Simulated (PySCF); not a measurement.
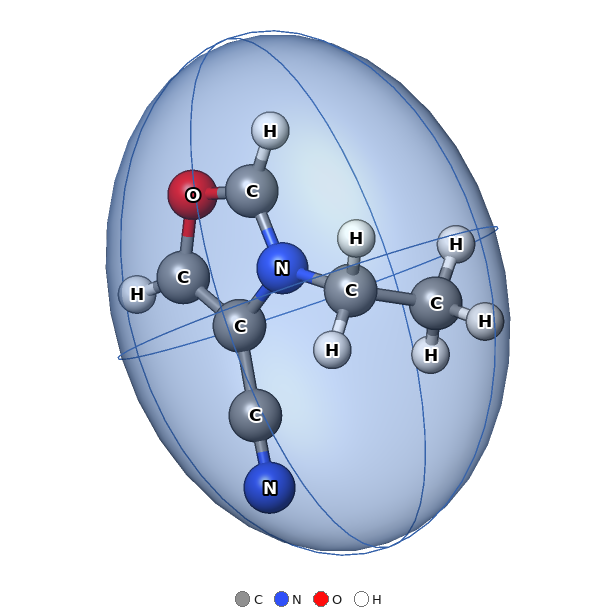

The ellipsoid shows the static dipole polarisability: its half-axes are proportional to the principal values. State: charge +1, singlet. The computed structure is the end point of a GFN2-xTB optimisation. No frequency run is at hand to confirm it as a minimum. Method: B3LYP/def2-SVPD (PySCF 2.14.0).

Question. How large and how anisotropic is the polarisability?

Answer. Principal values 52.4, 81.5, 96.4 bohr³; mean 76.8 bohr³ (11.37 Å³); anisotropy 38.8 bohr³, so the longest axis is 1.84 times the shortest.
